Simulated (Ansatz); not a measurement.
Consider WBr2 (1T sheet).

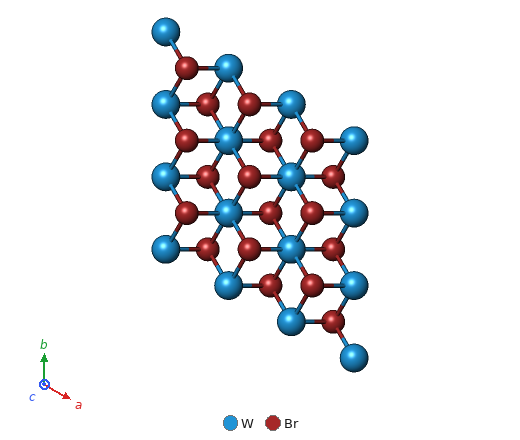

The structure (tungsten blue, bromine red). 3×3×1 cells are drawn. Some periodic images of atoms are drawn too.

The cell holds 3 atoms: 1 W and 2 Br. Its edges and angles: a = 3.231 Å, b = 3.231 Å, c = 30.253 Å, α = 90.0°, β = 90.0°, γ = 120.0°. Vacuum lies along c.

```xyz
3
Lattice="0.0000 2.2844 2.2844 2.2844 -2.2844 0.0000 17.4666 17.4666 -17.4666" Properties=species:S:1:pos:R:3
W     5.5502    5.5502   -5.5502
Br    8.1264    5.8420   -5.8420
Br    5.2584    5.2584   -2.9741
```

The structure was relaxed with PBEsol. The structure was generated from a model, not taken from a measurement. The runs that relaxed it are not among those shown. The program's search for lower electronic states was switched off, so nothing shows that the state found is the lowest. Spin-orbit coupling is left out unless a run names it. PAW set soft_2, made with PBE.

A constrained-RPA run (Ansatz 0.2.0; non-magnetic PBEsol; W d + anion p, bands v8 to c3, 6×6×1 mesh, medium accuracy) builds 11 functions on bands 11 eV wide, with 16.0 electrons in the window. The bare on-site interaction is 11.9 eV and the bare J 0.44 eV.

Q: What U and J survive the screening?

On the W d shell, U = 4.73 eV (40 % of the bare value), U′ = 4.03 eV, J = 0.33 eV.

The parent state is non-magnetic and the interaction static (zero frequency); U depends on the window and the orbitals, so it belongs to this model alone. Spin-orbit coupling, which is strong for atoms this heavy, is left out. A window that holds the anion p bands defines a model with explicit ligands; its U belongs to that model and is not the U of DFT+U.

[Paths, hosts, dates, memory and timing lines, banners, echoed tables and standing remarks are left out of the program output.]

[Logs are printed without paths, hosts, clocks, repeated set-up lines and the standing remarks that a program may print on its own settings, such as how far it seeks lower states.]

[Runs of the session that timed out or met a known fault of the program may be left out.]

[Hosts, paths, dates, database ids (printed as entryN), source tags and the programs' standing remarks are cut or masked in the printed files.]
